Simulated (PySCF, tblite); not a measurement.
**C₇H₈S: a rotation path, then NMR shifts on frames, part 1 of 2**

Aim: move C₇H₈S (`C=CCc1cccs1`) away from its starting geometry and see how NMR shifts follow the geometry.

Computed with tblite 0.8.0 and PySCF 2.14.0, with density-fitted response routines of our own, on a single molecule in the gas phase. Atoms are numbered from 0 throughout.

### 1 The starting structure

16 atoms, charge 0, multiplicity 1; geometry from: GFN2-xTB.

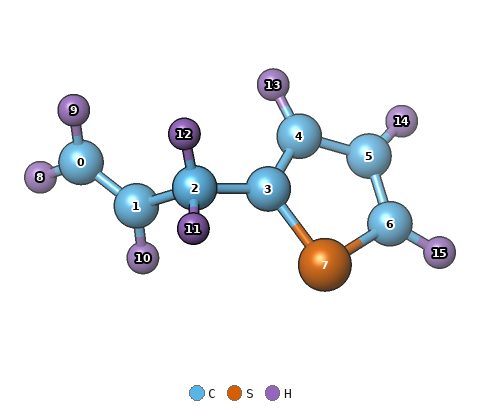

The starting geometry (carbon blue, sulfur orange, hydrogen purple), atoms numbered.

### 2 A band between two rotamers with GFN2-xTB

What the job is given:

```
{"job": {"kind": "neb", "xc": "GFN2-xTB", "basis": "xTB", "atoms": [4, 3, 2, 1], "turn": 120}, "charge": 0, "multiplicity": 1}
C     -2.888603     0.128830    -0.260912
C     -1.764759    -0.465563    -0.610795
C     -0.775993    -1.045679     0.359719
C      0.560154    -0.401550     0.179628
C      0.969841     0.813590     0.631655
C      2.289971     1.136260     0.241925
C      2.865528     0.162892    -0.505620
S      1.805366    -1.168907    -0.751723
H     -3.569393     0.534760    -0.989275
H     -3.180074     0.227458     0.772106
H     -1.487570    -0.552617    -1.653022
H     -0.685819    -2.120542     0.181850
H     -1.125702    -0.887591     1.382599
H      0.348323     1.457060     1.228927
H      2.782842     2.053936     0.509313
H      3.848289     0.136607    -0.932546
```

Level: GFN2-xTB climbing-image nudged elastic band, gas phase.

Launch:

```
$ OMP_NUM_THREADS=1 python probes_run.py task.json out
```

The driver reads the jobs from task.json and runs them one after another.

The program printed:

```text
image   E - E0 / eV
  0       0.0000
  1      -0.0052
  2       0.0030
  3       0.0249
  4       0.0378
  5       0.0304
  6       0.0145
  7       0.0022
  8      -0.0041
```

Wall time 8.2 s (1 thread of Intel Xeon at 2.50GHz, shared host); peak memory 0.18 GiB.

The final band, with the dihedral C4–C3–C2–C1:

| image | dihedral (°) | energy (eV) | energy (kcal/mol) |
| --- | --- | --- | --- |
| 0 | 79 | 0.000 | 0.0 |
| 1 | 102 | -0.005 | -0.1 |
| 2 | 126 | 0.003 | 0.1 |
| 3 | 150 | 0.025 | 0.6 |
| 4 | 173 | 0.038 | 0.9 |
| 5 | 195 | 0.030 | 0.7 |
| 6 | 218 | 0.014 | 0.3 |
| 7 | 242 | 0.002 | 0.0 |
| 8 | 263 | -0.004 | -0.1 |

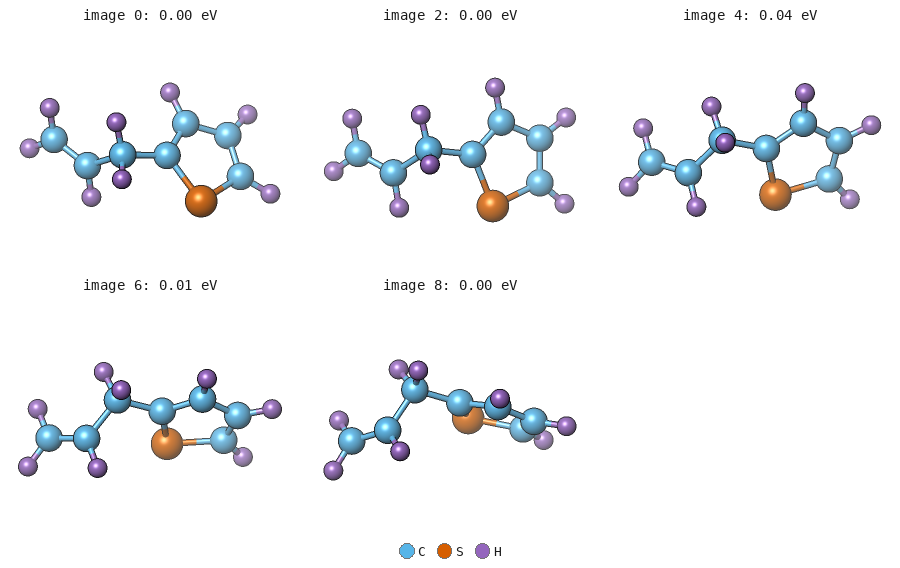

Images along the band.

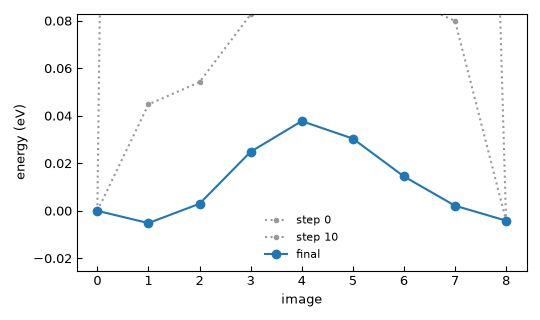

Energy along the band, early and final.

### 3 Nuclear shieldings: image 0, PBE0/pcSseg-1

What the job is given:

```
{"job": {"kind": "nmr", "xc": "PBE0", "basis": "pcSseg-1", "pop": false}, "charge": 0, "multiplicity": 1}
C     -2.888600     0.128800    -0.260900
C     -1.764800    -0.465600    -0.610800
C     -0.776000    -1.045700     0.359700
C      0.560200    -0.401600     0.179600
C      0.969800     0.813600     0.631700
C      2.290000     1.136300     0.241900
C      2.865500     0.162900    -0.505600
S      1.805400    -1.168900    -0.751700
H     -3.569400     0.534800    -0.989300
H     -3.180100     0.227500     0.772100
H     -1.487600    -0.552600    -1.653000
H     -0.685800    -2.120500     0.181900
H     -1.125700    -0.887600     1.382600
H      0.348300     1.457100     1.228900
H      2.782800     2.053900     0.509300
H      3.848300     0.136600    -0.932500
```

With the program's defaults for keys left out, this is: GIAO PBE0/pcSseg-1 NMR shielding, non-relativistic, gas phase.

The program printed:

```text
coarse grid: 14192 points
cycle   1  E = -669.0951942023  dE =  1.338e+00  |g| = 4.141e-01  |ddm| = 3.912e+00
cycle   2  E = -669.0713148000  dE =  2.388e-02  |g| = 5.103e-01  |ddm| = 9.225e-01
cycle   3  E = -669.1391549865  dE = -6.784e-02  |g| = 1.065e-01  |ddm| = 6.319e-01
cycle   4  E = -669.1423286068  dE = -3.174e-03  |g| = 2.940e-02  |ddm| = 1.593e-01
cycle   5  E = -669.1425237298  dE = -1.951e-04  |g| = 1.156e-02  |ddm| = 3.472e-02
cycle   6  E = -669.1425551261  dE = -3.140e-05  |g| = 3.975e-03  |ddm| = 1.556e-02
cycle   7  E = -669.1425587851  dE = -3.659e-06  |g| = 1.270e-03  |ddm| = 4.566e-03
final grid: 133184 points
cycle   8  E = -669.1938549778  dE = -2.938e-05  |g| = 9.702e-03  |ddm| = 3.745e-02
cycle   9  E = -669.1938347210  dE =  2.026e-05  |g| = 1.294e-02  |ddm| = 2.218e-02
cycle  10  E = -669.1938787998  dE = -4.408e-05  |g| = 1.520e-03  |ddm| = 1.514e-02
cycle  11  E = -669.1938794663  dE = -6.665e-07  |g| = 3.511e-04  |ddm| = 2.144e-03
cycle  12  E = -669.1938794928  dE = -2.654e-08  |g| = 1.331e-04  |ddm| = 3.897e-04
cycle  13  E = -669.1938794967  dE = -3.872e-09  |g| = 4.231e-05  |ddm| = 1.414e-04
cycle  14  E = -669.1938794971  dE = -3.968e-10  |g| = 1.832e-05  |ddm| = 5.648e-05
converged SCF energy = -669.1938794971

GIAO shielding tensors (ppm)
atom      isotropic    diamagn.    paramagn.     s11        s22        s33       span
  0 C       68.369     252.968    -184.599    -38.252     85.734    157.625    195.877
  1 C       38.000     256.106    -218.106    -86.887     49.432    151.455    238.341
  2 C      146.764     243.614     -96.850    128.977    148.420    162.895     33.918
  3 C       33.813     263.547    -229.734    -43.649     19.264    125.824    169.474
  4 C       56.075     250.283    -194.208    -26.489     47.085    147.628    174.117
  5 C       54.697     253.890    -199.193    -27.840     42.595    149.337    177.176
  6 C       55.696     262.741    -207.046    -31.060     56.406    141.740    172.800
  7 S      273.692    1057.647    -783.955    128.496    314.698    377.883    249.387
  8 H       26.565      28.753      -2.188     23.614     25.401     30.680      7.066
  9 H       26.298      30.969      -4.671     22.611     25.877     30.406      7.796
 10 H       25.613      31.363      -5.750     21.842     24.818     30.179      8.338
 11 H       28.191      29.588      -1.398     23.103     29.044     32.425      9.322
 12 H       28.131      31.267      -3.136     24.620     27.230     32.542      7.923
 13 H       24.679      33.187      -8.508     21.402     24.315     28.319      6.917
 14 H       24.584      30.403      -5.819     21.565     24.709     27.477      5.912
 15 H       24.760      30.717      -5.957     21.830     24.577     27.874      6.044
```

It took 75 s on 1 thread of Intel Xeon at 2.50GHz, shared host; peak memory 0.83 GiB.

The references, computed at this level on geometries of the same kind, shield at (ppm): 1H TMS 31.72, 13C TMS 186.9, 33S CS2 504. Their shielding less the atom's gives the shift. The references are single molecules in the gas phase. Each atom is listed at this fixed geometry, with no averaging over motion; a spectrum would average atoms that exchange fast.

| atoms | environment | σ (ppm) | δ (ppm) |
| --- | --- | --- | --- |
| C3 | substituted aromatic carbon next to the ring sulfur | 33.8 | 153.1 |
| C1 | alkene CH | 38.0 | 148.9 |
| C5 | aromatic CH | 54.7 | 132.2 |
| C6 | aromatic CH next to the ring sulfur | 55.7 | 131.2 |
| C4 | aromatic CH | 56.1 | 130.9 |
| C0 | terminal =CH2 carbon | 68.4 | 118.6 |
| C2 | sp3 CH2 on an aromatic ring | 146.8 | 40.2 |
| H14 | hydrogen on an aromatic CH | 24.58 | 7.13 |
| H13 | hydrogen on an aromatic CH | 24.68 | 7.04 |
| H15 | hydrogen on an aromatic CH next to the ring sulfur | 24.76 | 6.96 |
| H10 | hydrogen on an alkene CH | 25.61 | 6.10 |
| H9 | hydrogen on a terminal =CH2 carbon | 26.30 | 5.42 |
| H8 | hydrogen on a terminal =CH2 carbon | 26.57 | 5.15 |
| H12 | hydrogen on an sp3 CH2 on an aromatic ring | 28.13 | 3.59 |
| H11 | hydrogen on an sp3 CH2 on an aromatic ring | 28.19 | 3.53 |
| S7 | aromatic ring sulfur | 274 | 230 |

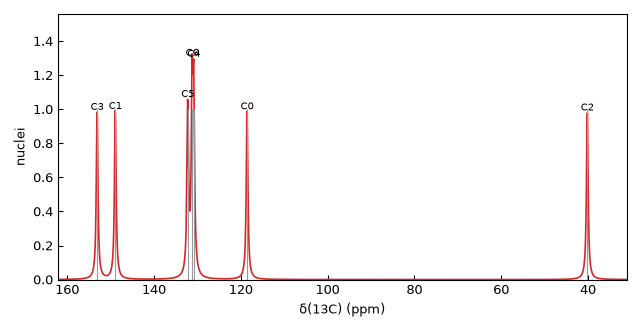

13C lines at the computed shifts, without couplings. Lines are broadened to a width of 0.45 ppm (Lorentzian).

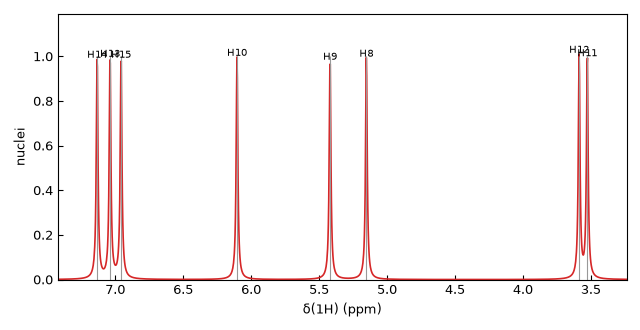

1H lines at the computed shifts, without couplings. Lines are broadened to a width of 0.01 ppm (Lorentzian).

Ring of atoms C3, C4, C5, C6, S7: NICS(0) -12.3, NICS(1) -11.0, NICS(1)zz -26.0 ppm (means of both faces).

The fields below are evaluated on a grid from the run's orbitals.

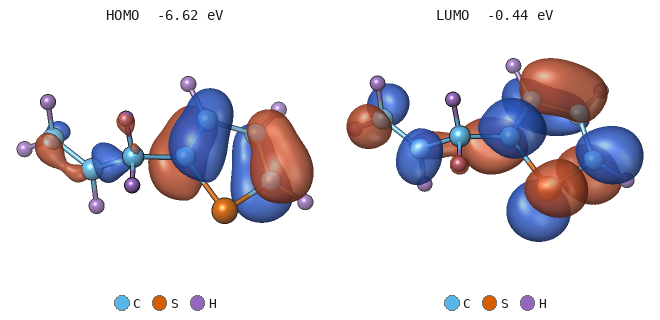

Frontier orbitals at PBE0/pcSseg-1; each surface holds 70 % of the orbital's density, blue and red mark the sign.

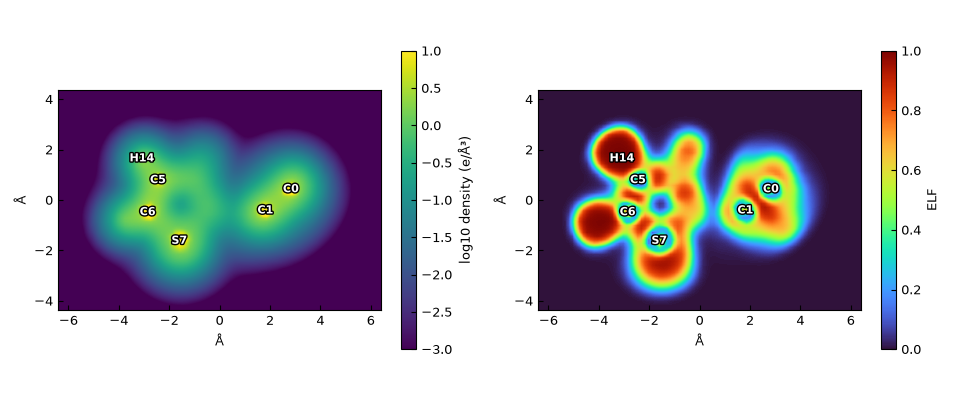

Density (left) and ELF (right) in a plane through or near 6 of the atoms.

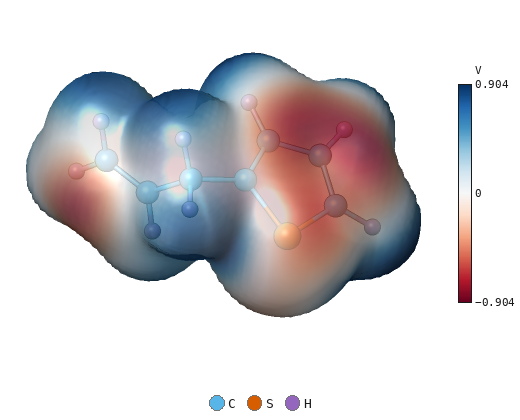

Electrostatic potential on the surface of density 0.002 e/bohr³; red is low, blue high. It runs from -0.76 V near C5 to 0.90 V near H15.

### 4 Shielding tensors: image 2, PBE0/pcSseg-1

What the job is given:

```
{"job": {"kind": "nmr", "xc": "PBE0", "basis": "pcSseg-1", "pop": false}, "charge": 0, "multiplicity": 1}
C     -2.908300     0.009300    -0.566900
C     -1.765300    -0.645200    -0.629700
C     -0.835000    -0.844700     0.530700
C      0.507700    -0.256200     0.241800
C      1.208700     0.644200     0.979200
C      2.445900     1.005000     0.394800
C      2.667100     0.373300    -0.782400
S      1.371900    -0.676900    -1.204000
H     -3.545700     0.131700    -1.425900
H     -3.261200     0.443900     0.353900
H     -1.419800    -1.071700    -1.562200
H     -0.732000    -1.920300     0.716200
H     -1.242200    -0.380000     1.431100
H      0.853000     1.037800     1.914500
H      3.135700     1.706300     0.829400
H      3.512000     0.452500    -1.436700
```

With the program's defaults for keys left out, this is: GIAO PBE0/pcSseg-1 NMR shielding, non-relativistic, gas phase.

The program printed:

```text
coarse grid: 14192 points
cycle   1  E = -669.0941878723  dE =  1.343e+00  |g| = 4.119e-01  |ddm| = 3.919e+00
cycle   2  E = -669.0725415433  dE =  2.165e-02  |g| = 5.015e-01  |ddm| = 9.105e-01
cycle   3  E = -669.1374060807  dE = -6.486e-02  |g| = 1.102e-01  |ddm| = 6.192e-01
cycle   4  E = -669.1407603560  dE = -3.354e-03  |g| = 3.076e-02  |ddm| = 1.649e-01
cycle   5  E = -669.1409661272  dE = -2.058e-04  |g| = 1.290e-02  |ddm| = 3.878e-02
cycle   6  E = -669.1410063408  dE = -4.021e-05  |g| = 4.171e-03  |ddm| = 1.747e-02
cycle   7  E = -669.1410104586  dE = -4.118e-06  |g| = 1.279e-03  |ddm| = 4.792e-03
final grid: 133184 points
cycle   8  E = -669.1927123138  dE = -2.905e-05  |g| = 9.915e-03  |ddm| = 3.585e-02
cycle   9  E = -669.1926923187  dE =  2.000e-05  |g| = 1.306e-02  |ddm| = 2.268e-02
cycle  10  E = -669.1927372798  dE = -4.496e-05  |g| = 1.520e-03  |ddm| = 1.547e-02
cycle  11  E = -669.1927379438  dE = -6.640e-07  |g| = 3.644e-04  |ddm| = 2.239e-03
cycle  12  E = -669.1927379726  dE = -2.872e-08  |g| = 1.376e-04  |ddm| = 4.158e-04
cycle  13  E = -669.1927379768  dE = -4.241e-09  |g| = 4.045e-05  |ddm| = 1.357e-04
cycle  14  E = -669.1927379772  dE = -3.513e-10  |g| = 1.841e-05  |ddm| = 5.517e-05
converged SCF energy = -669.1927379772

GIAO shielding tensors (ppm)
atom      isotropic    diamagn.    paramagn.     s11        s22        s33       span
  0 C       66.646     252.279    -185.634    -42.878     85.338    157.477    200.355
  1 C       38.448     257.707    -219.259    -82.055     49.889    147.509    229.565
  2 C      145.099     242.779     -97.680    130.582    146.728    157.988     27.407
  3 C       31.744     264.977    -233.233    -45.353     17.743    122.843    168.196
  4 C       59.543     249.861    -190.317    -17.123     54.981    140.772    157.895
  5 C       56.524     254.266    -197.742    -26.539     44.813    151.298    177.837
  6 C       54.157     262.829    -208.672    -39.091     58.657    142.905    181.997
  7 S      282.172    1058.008    -775.835    132.585    304.668    409.264    276.679
  8 H       26.445      28.415      -1.969     23.641     25.054     30.641      7.001
  9 H       26.350      30.853      -4.504     23.101     25.368     30.580      7.480
 10 H       25.306      31.470      -6.164     22.269     23.327     30.322      8.053
 11 H       27.864      28.770      -0.906     24.352     26.355     32.885      8.534
 12 H       28.276      31.943      -3.668     23.898     28.645     32.284      8.385
 13 H       24.818      32.714      -7.897     21.709     24.668     28.076      6.367
 14 H       24.720      30.186      -5.466     21.712     24.679     27.768      6.056
 15 H       24.604      30.978      -6.374     21.719     24.686     27.407      5.688
```

Run time: 57 s. Hardware: 1 thread of Intel Xeon at 2.50GHz, shared host; peak memory 0.88 GiB.

In short: δ C3 155.2, C1 148.5, C6 132.8, C5 130.4, H15 7.11, H14 7.00 ppm.

(Continued in part 2 of 2.)
